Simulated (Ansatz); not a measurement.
# H8NPSi: the cost of one run

Computed with Ansatz 0.2.0, Gaussian basis. Level: PBE0-D4, def2-SVP first, then def2-TZVP.

152 further runs of the same task are left out: 152 set aside as unsound or not needed. Runs told in other sessions of the task aren't counted.

## (1) Where the work starts

The guess: 11 atoms, charge 0, spin multiplicity 1.

Atoms are counted from 1 here; the program's logs count them from 0.

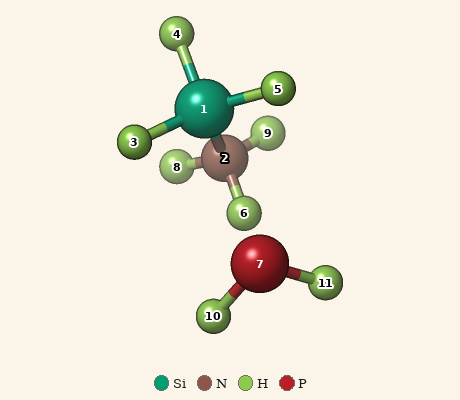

The starting geometry (silicon teal, nitrogen brown, hydrogen green, phosphorus red); atoms are numbered from 1 in the order of the file.

As a file:

```xyz
11
H8NPSi
Si   -1.1134   -0.5187    0.4271
N     0.7374   -0.4050    0.7176
H    -1.7417    0.7413    0.7663
H    -1.3715   -1.3896    1.6069
H    -1.3657   -1.3710   -0.7173
H     0.8523    0.2614   -0.1837
P    -0.0363    1.1535   -1.6310
H     1.0120    0.0434    1.5864
H     1.2418   -1.2826    0.6339
H     0.6826    2.1602   -1.0180
H     1.1027    0.6070   -2.1882
```

Distances that are to change: Si1–P7 2.86 Å, N2–H6 1.13 Å, Si1–N2 1.88 Å, H6–P7 1.92 Å.

## (2) Constrained relaxation of the guess

Contents of hold/in.yaml:

```yaml
crystal:
  periodic: [false, false, false]
  atoms:
    - {symbol: Si, position_ang: [-1.113400, -0.518700, 0.427100]}
    - {symbol: N, position_ang: [0.737400, -0.405000, 0.717600]}
    - {symbol: H, position_ang: [-1.741700, 0.741300, 0.766300]}
    - {symbol: H, position_ang: [-1.371500, -1.389600, 1.606900]}
    - {symbol: H, position_ang: [-1.365700, -1.371000, -0.717300]}
    - {symbol: H, position_ang: [0.852300, 0.261400, -0.183700]}
    - {symbol: P, position_ang: [-0.036300, 1.153500, -1.631000]}
    - {symbol: H, position_ang: [1.012000, 0.043400, 1.586400]}
    - {symbol: H, position_ang: [1.241800, -1.282600, 0.633900]}
    - {symbol: H, position_ang: [0.682600, 2.160200, -1.018000]}
    - {symbol: H, position_ang: [1.102700, 0.607000, -2.188200]}
basis:
  gaussian: {orbitals: def2-SVP}
hamiltonian: {xc: pbe0, dispersion: d4}
relax: {f_tol: 0.04, max_steps: 150, escape_saddle: false, constraints: [{distance: [0, 6]}, {distance: [1, 5]}, {distance: [0, 1]}, {distance: [5, 6]}]}
```

Run with:

```bash
$ ansatz run in.yaml --threads 4 --pin off --events-out ev --progress --plain --max-ram 9574MiB
```

**Question.** How long does this run take on 4 threads of Arm Neoverse V1, shared host?

About 7 s.
